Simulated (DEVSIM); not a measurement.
Device: Ge p-n junction from an implanted or diffused profile, at 300 K.

```tsv
layer (left to right)	material	thickness (μm)	Nd (cm⁻³)	τn (s)	τp (s)
1	Ge	9.60	3.9e13	1.5e-7	1.5e-7
```

Added acceptor profile: 2.9e17 cm⁻³ × exp(−(x − 0.11 μm)²/(2·(0.038 μm)²)). Left contact: ohmic. Right contact: ohmic. Voltage is applied to the left contact. Recombination: SRH at mid-gap, Auger. Mobility is μmin + (μ − μmin)/(1 + (N/Nref)^α).

This is a model device: material constants are rounded textbook-type values typed into the input, and sizes, dopings and lifetimes were drawn at random. Values at 300 K.

| parameter | Ge |
|---|---|
| gap (eV) | 0.664 |
| affinity (eV) | 4 |
| permittivity | 16 |
| Nc (cm⁻³) | 1.04e19 |
| Nv (cm⁻³) | 6e18 |
| μn (cm²/Vs) | 3900 |
| μp (cm²/Vs) | 1900 |
| μn,min | 150 |
| μp,min | 100 |
| Nref,n | 2.6e17 |
| Nref,p | 4e17 |
| αn | 0.56 |
| αp | 0.6 |
| Cn (cm⁶/s) | 1e-31 |
| Cp (cm⁶/s) | 1e-31 |

Simulated with DEVSIM: 1D drift-diffusion, Boltzmann statistics, complete ionisation; no tunnelling, impact ionisation, image-force lowering or self-heating.

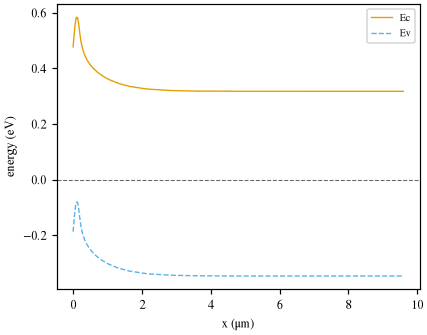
*Band edges at zero bias*

Energies count from the Fermi level of the right contact; mesh points crowd at the junctions.

| x (μm) | Ec (eV) | Ev (eV) | n (cm⁻³) | p (cm⁻³) | field (V/cm) |
|---|---|---|---|---|---|
| 0.000 | 0.477 | -0.187 | 1.0e11 | 4.4e15 | 15000 |
| 0.02061 | 0.508 | -0.156 | 3.0e10 | 1.5e16 | 15000 |
| 0.04255 | 0.539 | -0.125 | 9.1e9 | 4.8e16 | 13000 |
| 0.06471 | 0.564 | -0.100 | 3.5e9 | 1.2e17 | 9100 |
| 0.09856 | 0.583 | -0.081 | 1.7e9 | 2.6e17 | 2200 |
| 0.1256 | 0.582 | -0.082 | 1.7e9 | 2.5e17 | -3000 |
| 0.1543 | 0.566 | -0.098 | 3.3e9 | 1.3e17 | -8100 |
| 0.1928 | 0.528 | -0.136 | 1.4e10 | 3.1e16 | -10000 |
| 0.2232 | 0.501 | -0.163 | 4.0e10 | 1.1e16 | -7700 |
| 0.2529 | 0.481 | -0.183 | 8.5e10 | 5.1e15 | -5600 |
| 0.2810 | 0.468 | -0.196 | 1.4e11 | 3.0e15 | -4300 |
| 0.3570 | 0.442 | -0.222 | 3.9e11 | 1.1e15 | -2700 |
| 0.5080 | 0.411 | -0.253 | 1.3e12 | 3.4e14 | -1600 |
| 0.8655 | 0.372 | -0.292 | 5.9e12 | 7.4e13 | -780 |
| 2.144 | 0.326 | -0.338 | 3.5e13 | 1.3e13 | -130 |
| 4.737 | 0.318 | -0.346 | 4.8e13 | 9.1e12 | ≈ 0 |
| 7.394 | 0.318 | -0.346 | 4.8e13 | 9.1e12 | ≈ 0 |
| 8.593 | 0.318 | -0.346 | 4.8e13 | 9.1e12 | ≈ 0 |
| 9.280 | 0.318 | -0.346 | 4.8e13 | 9.1e12 | ≈ 0 |
| 9.471 | 0.318 | -0.346 | 4.8e13 | 9.1e12 | ≈ 0 |
| 9.556 | 0.318 | -0.346 | 4.8e13 | 9.1e12 | ≈ 0 |
| 9.600 | 0.318 | -0.346 | 4.8e13 | 9.1e12 | ≈ 0 |
